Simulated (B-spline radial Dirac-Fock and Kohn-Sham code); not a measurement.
The tin atom. Level of theory: Dirac partial waves in the static Dirac–Fock field with Furness–McCarthy exchange, no polarisation or absorption; calculated with a B-spline radial atomic code.

Predict the main features of the following plot. Differential cross section for elastic electron scattering and the Sherman function against angle at 123 eV, 957 eV and 92.0 keV, computed at the marked angles.

At 123 eV the cross section is 46.4 bohr²/sr at 0°, 1.1 at 90° and 3.1 at 180°, with minima near 60°, 105° and 135°; among the marked angles the Sherman function is largest in size at 60° (−0.18), though it can peak far more sharply between them at a deep minimum; the integral is 19.6 bohr². At 957 eV the cross section is 161 bohr²/sr at 0°, 0.10 at 90° and 0.84 at 180°, with minima near 75° and 120°; among the marked angles the Sherman function is largest in size at 120° (0.19), though it can peak far more sharply between them at a deep minimum; the integral is 9.74 bohr². At 92.0 keV the cross section is 544 bohr²/sr at 0°, 8.1 × 10⁻⁵ at 90° and 1.8 × 10⁻⁵ at 180°, without a marked minimum on this grid; among the marked angles the Sherman function is largest in size at 120° (−0.19); the integral is 0.580 bohr². The model is rough under about 200 eV.

The result:

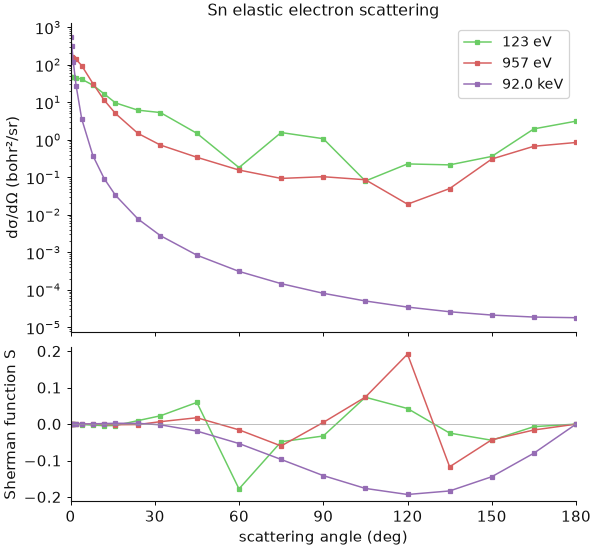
